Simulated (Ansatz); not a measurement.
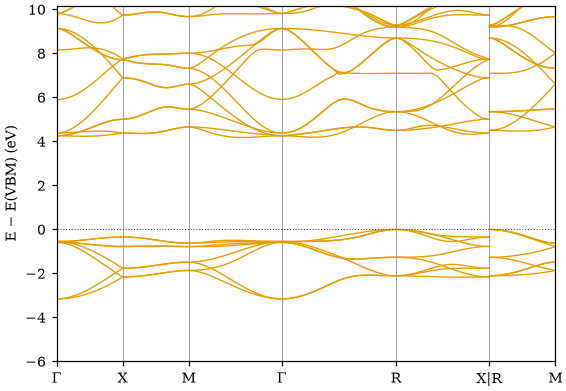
Fig. 1. Band structure from PBE (plane waves, PAW; program Ansatz)

Problem. Read off the gap and where the band edges lie.

Solution. About 4.2 eV (4.18 eV by a search for the band edges); maximum at R, minimum on the M–Γ line, 58 % of the way from M.

Problem. Which compound is it?
A) CsI, CsCl type
B) C, Pn-3m (C on 2a, C on 8e)
C) CsCl, CsCl type

Solution. B, C, Pn-3m (C on 2a, C on 8e)

The start of the workflow was typed in or built on a structure type; neither database checked (COD, Materials Project) lists it. It is not the phase usual at ambient conditions (space group No. 194, 227). The PBE relaxation kept the symmetry of its start; its stability against distortions is not shown here.

Potentials: the later of the program's two PAW sets.
